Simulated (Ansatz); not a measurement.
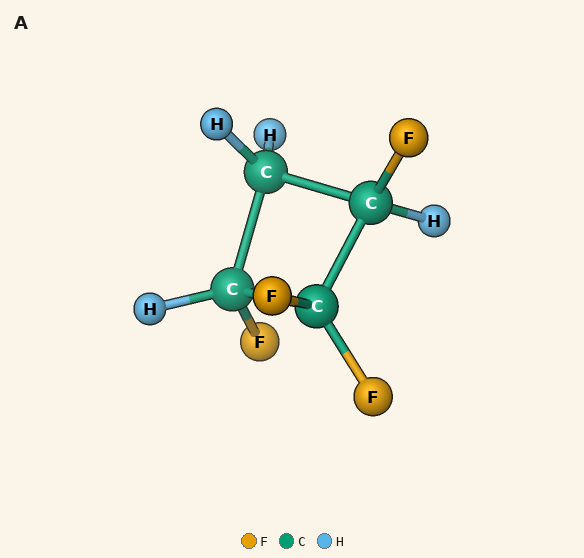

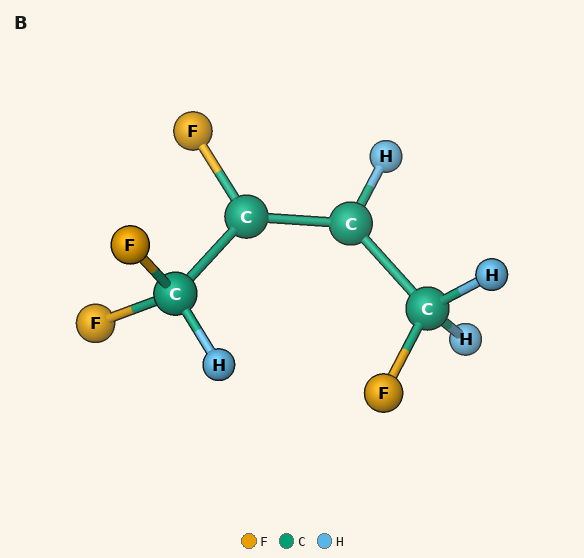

2 stationary structures of one formula. Geometries: PBE-D4/def2-SVP. Electronic energies: PBE-D4/def2-SVP (Ansatz 0.2.0), without zero-point energy. No frequency run is at hand to confirm each as a minimum. Each is one conformer, not always the lowest.

### Rank them by energy, lowest first.

A is lowest; B lies 4.6 kcal/mol above it. A is `F[C@@H]1C[C@@H](F)C1(F)F`, B is `FC/C=C(/F)C(F)F`.
